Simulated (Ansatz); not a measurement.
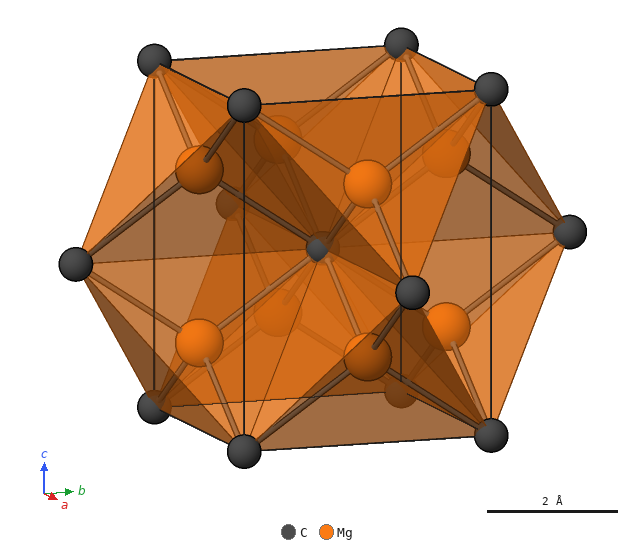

Polyhedral representation of a periodic structure, projected slightly off an axis. Lines trace the edges of the conventional unit cell. A few atoms beyond the faces are included.

Mg2C, space group I4/mmm (No. 139), a = 4.063 Å, b = 4.063 Å, c = 5.440 Å, α = 90.00°, β = 90.00°, γ = 90.00°. Starting structure: a structure type filled with these elements by a generator (whether the compound takes this form wasn't checked). The cell was then strained or its atoms displaced on purpose. Ansatz was used for an electronic-structure calculation on it.

This one geometry was computed with Ansatz (DFT, plane waves, PAW) at three levels of theory: r2SCAN, PBE and HSE06. It was relaxed with r2SCAN and then strained.

Which level gives the highest pressure at this volume, and what does that say about its equilibrium volume?

Answer. Highest: PBE (-7.2 GPa), which points to the largest equilibrium volume. Lowest, with the smallest volume: r2SCAN (-9.1 GPa) and HSE06 (-9.6 GPa). Levels within 0.5 GPa of each other can't be told apart.

How does the band gap change with the level of theory?

Answer. PBE: a gap of 0.48 eV, indirect; r2SCAN: a gap of 0.82 eV, indirect; HSE06: a gap of 1.07 eV, indirect.

Collect the results in a table.

Answer.
| level | cutoff (eV) | k-mesh of the run's cell | gap (eV) | pressure (GPa) |
| --- | --- | --- | --- | --- |
| r2SCAN | 500 | 8×8×8 | 0.82 | -9.1 |
| PBE | 420 | 8×8×8 | 0.48 | -7.2 |
| HSE06 | 420 | 6×6×6 | 1.07 | -9.6 |

Gaps are taken on the k-mesh or band path of each run.
